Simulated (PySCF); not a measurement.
Zn(Me)(SeH), SMILES [CH3][Zn][SeH] (CH₄SeZn) at its B3LYP/def2-SVP optimised geometry (Å):

```
7

Zn    -0.2089    -0.0183     0.0000
C     -0.2590     1.9355    -0.0022
H      0.3253     2.3413    -0.8435
H      0.1563     2.3399     0.9347
H     -1.2964     2.2940    -0.1010
Se    -0.1821    -2.3413     0.0000
H      1.2964    -2.3413     0.0000
```

Computed with PySCF 2.14.0 with B3LYP/def2-TZVP. Cells within 0.4 Å of a nucleus heavier than hydrogen are left out (blank, or x).

Map of the deformation density (molecule minus spherical neutral atoms) (e/bohr³) on the plane z = 0.0 Å:

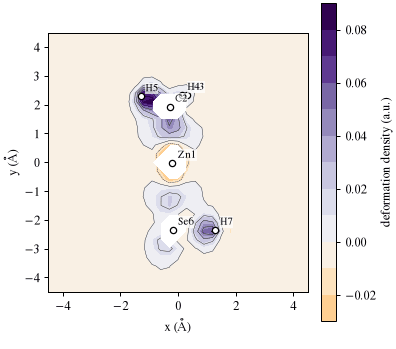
Fig. 1. Deformation density (molecule minus spherical neutral atoms) (e/bohr³) on the plane z = 0.0 Å.
